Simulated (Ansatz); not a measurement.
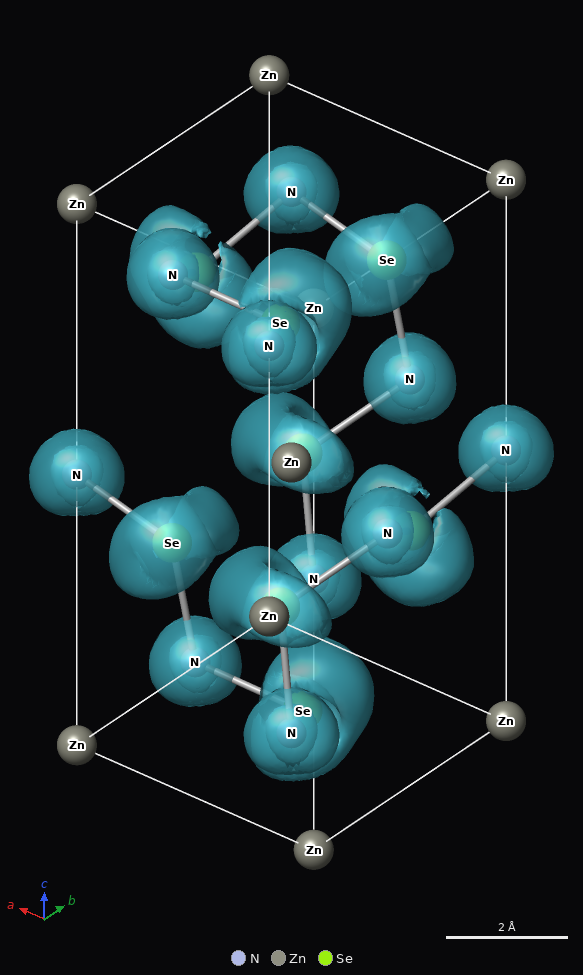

*ZnSe4N2. Isosurface of the electron localisation function at 0.75 (cyan), seen at an oblique angle. Core shells and regions of very low density are left out. Sticks mark near contacts.*

Space group I-4; built by placing these elements on a known structure type.

The calculation used Ansatz 0.2.0, DFT, PAW plane waves, PBE.

In a PAW calculation such maps are meaningful between the atoms, not at the nuclei.

**Identify the bonds, lone pairs and shells in this picture.**

The surface consists of four regions wrapped around N (the valence shell of each) and eight regions wrapped around Se (the valence shell of each), counted in one cell of 14 atoms. Any copies at cell faces, edges or corners count once. Profiles from the grid: Se–N (2.17 Å): the ELF peaks at about 0.85 in the valence shell of N, 0.6 Å from its nucleus, and drops to about 0.55 between the two atoms. Zn–Se (2.47 Å): the ELF is about 0.60 at the midpoint.

**Which way does charge flow, and how much by Bader's partition?**

Electrons move from Zn towards N. Bader charges: N −0.62, Zn +0.66 and Se +0.14 e.
